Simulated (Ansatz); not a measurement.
**C$_{3}$H$_{5}$ClSi (SMILES C=C1[SiH2]C1Cl): density, localisation and related maps**

```xyz
10

C    -0.1112    1.7480    0.2595
C     0.1907    0.4459    0.1521
Si    0.0857   -1.2768    0.8242
C     0.2115   -0.5665   -0.9444
Cl   -1.0451   -0.5396   -2.2178
H    -0.1916    2.2446    1.2399
H    -0.3007    2.3626   -0.6393
H     1.2739   -2.0129    1.3633
H    -1.2352   -1.7153    1.3691
H     1.2051   -0.7411   -1.4037
```

Theory: RKS PBE-D4/def2-SVP (Ansatz).

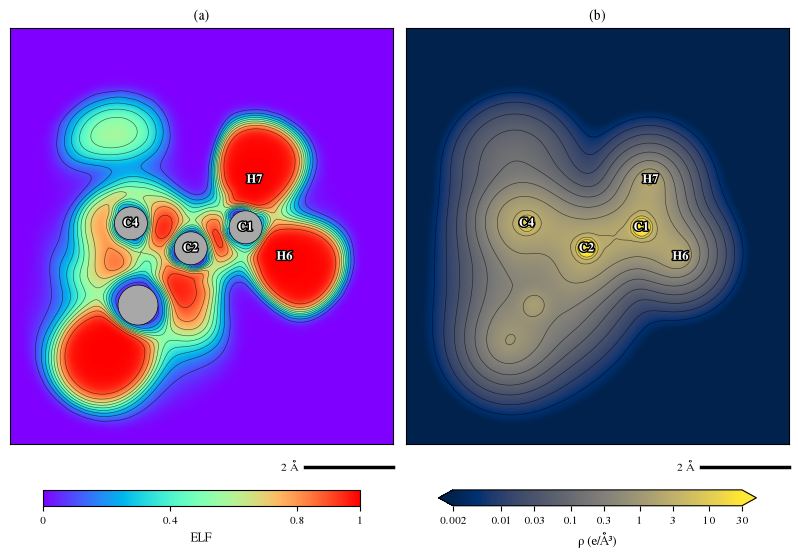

Figure 1. (a) ELF; (b) total electron density on the plane of atoms H6, C1 and H7. Grey discs cover the atomic cores in the ELF map.

**What do the fields say about this system?**

Atoms in the plane: C and H. C–C (1.34 Å): ρ is about 2.2 e/Å³ halfway; the ELF peaks at about 0.95 between the atoms: a multiple bond. C–H (1.10 Å): ρ is about 1.9 e/Å³ halfway; the ELF climbs to about 1 towards the hydrogen, as it does in any bond to H: an ordinary covalent bond to hydrogen. C–C (1.49 Å): ρ at the midpoint is about 1.7 e/Å³; the ELF peaks at about 0.90 between the atoms; a shared electron pair.

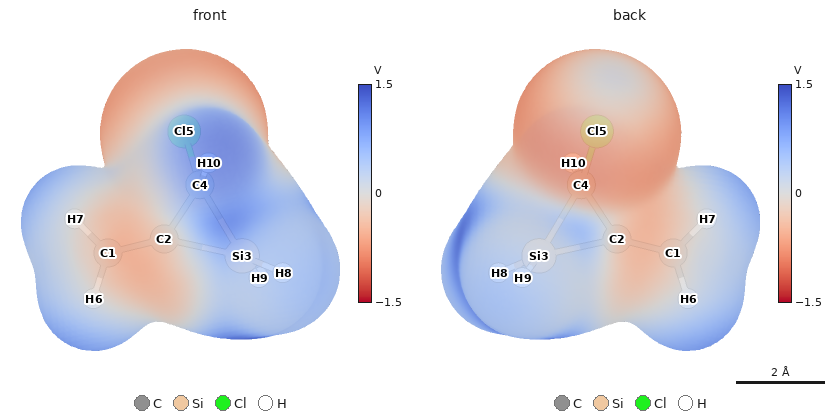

Figure 2. The electrostatic potential painted on the density surface at 0.002 e/bohr³, seen from the front and from behind; the colour scale runs from red (negative) to blue (positive).

**Where is the surface potential most negative and most positive?**

The most negative region (about −0.7 V, or −16 kcal/mol for a unit charge) lies over Cl5, the most positive (about +1.2 V, or +28 kcal/mol for a unit charge) over Si3.

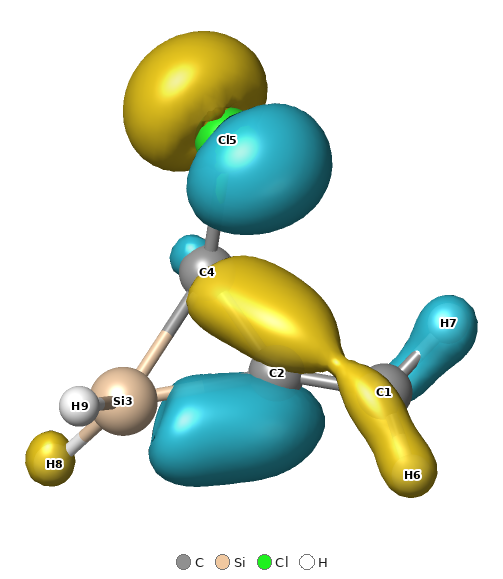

Figure 3. The HOMO−1 at ±0.15 Å⁻³ᐟ² (yellow and cyan are the two phases), seen at an oblique angle.

**Where does this orbital lie, and at what energy?**

It lies mainly on Cl5 (about 45 %), C2 (about 20 %), Si3 (about 10 %), C4 (about 10 %) and C1 (about 5 %). Its energy is −6.42 eV.
